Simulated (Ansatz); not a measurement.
## Electronic structure of CH5ClNSTa in real space

```
atom    x (Å)    y (Å)    z (Å)
   C  -1.4293  -0.6103  -0.0167
  Ta   0.3492   0.4475  -0.5721
   N   1.5945   0.1782   0.9047
   S   1.1399  -0.6062  -2.2756
  Cl  -0.2333   2.6446  -0.9511
   H  -1.8529  -0.1798   0.8990
   H  -1.2488  -1.6749   0.1497
   H  -2.1701  -0.5151  -0.8189
   H   1.4925   0.6352   1.8026
   H   2.4416  -0.3703   0.8812
```

Geometry: PBE0-D4/def2-TZVP; core potentials replace the inner electrons of Ta.

All numbers below come from RKS PBE0-D4/def2-TZVPP (Ansatz 0.2.0).

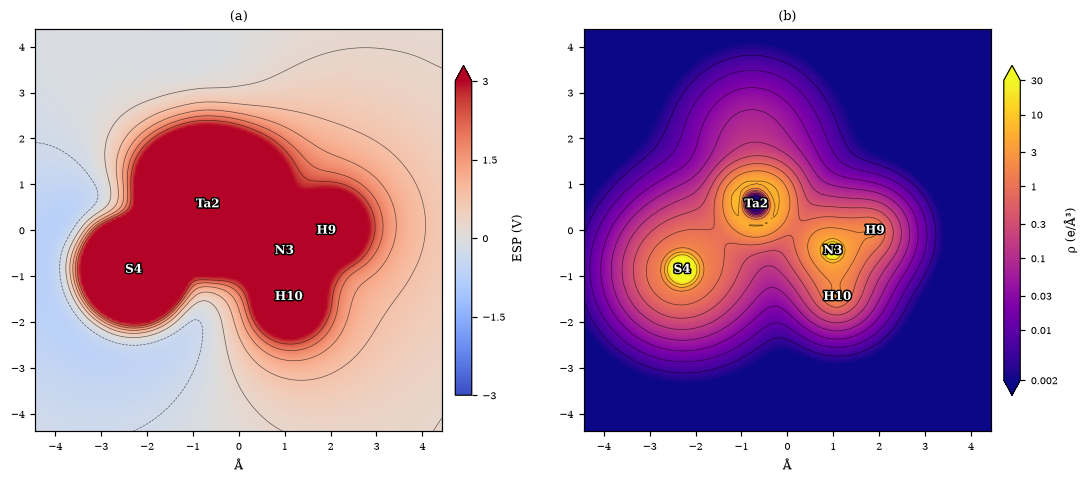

Figure 1. (a) molecular electrostatic potential; (b) electron density on the plane of atoms Ta2, N3 and H10.

Q: Interpret the plot.

A: Atoms in the plane: Ta, N, S and H. Ta–N (1.95 Å): ρ at the midpoint is about 1 e/Å³. Ta–S (2.15 Å): ρ at the midpoint is about 1 e/Å³. N–H (1.01 Å): ρ is about 2.9 e/Å³ halfway. Outside the dense part of the molecule the potential is most negative (−0.7 V) near S4.

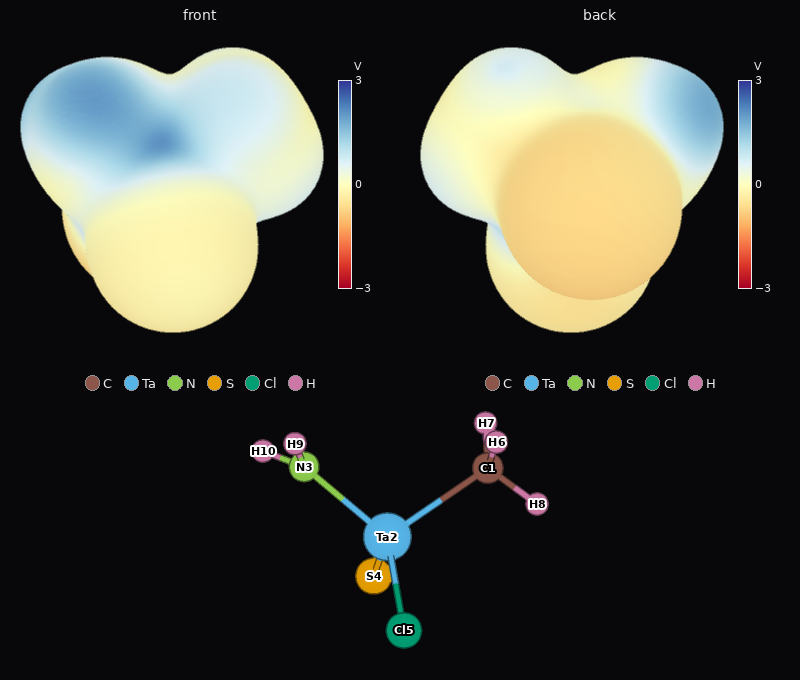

Figure 2. The molecular electrostatic potential painted on the density surface at 0.001 e/bohr³, seen from the front and from behind; red is negative and blue positive. The bare structure is drawn below in the same view.

Q: Where is the surface potential most negative and most positive?

A: The most negative region (about −0.8 V) lies over S4, the most positive (about +2.0 V) over Ta2 and H9.

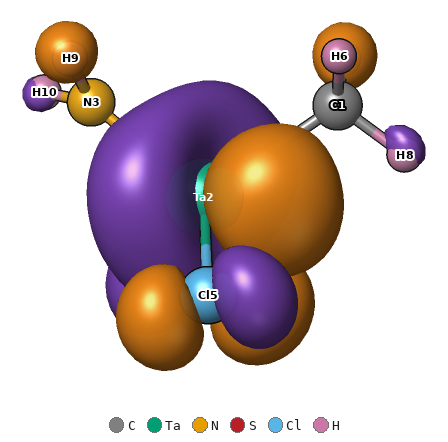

Figure 3. One frontier orbital at ±0.1 Å⁻³ᐟ² (orange and purple are the two phases), seen at a tilt.

Q: Which orbital is it: HOMO or LUMO?

A: The LUMO, at −1.95 eV. It lies mainly on Ta2 (about 60 %), S4 (about 15 %) and Cl5 (about 10 %).

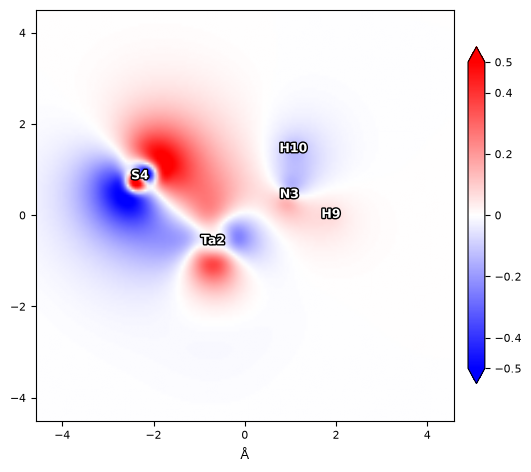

Figure 4. The HOMO−1 on the plane of atoms N3, Ta2 and S4 (values in Å⁻³ᐟ²; the overall sign is arbitrary).

Q: Describe this orbital and give its energy.

A: Its weight (Hirshfeld) is mainly on S4 (about 70 %) and Ta2 (about 20 %). Its energy is −7.68 eV.
